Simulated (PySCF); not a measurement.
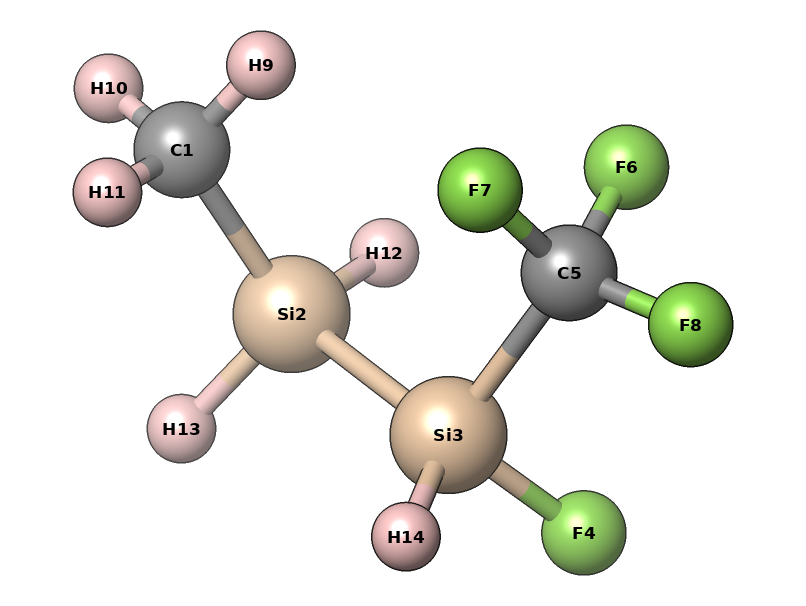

Atoms fade into the background with distance from the viewer. The computed structure is the end point of a GFN2-xTB optimisation. No frequency run is at hand to confirm it as a minimum.

> Which atoms or bonds are stereogenic?

Centres: Si3.

> Assign CIP descriptors.

Si3: R (priorities Si2 > F4 > C5 > H14).
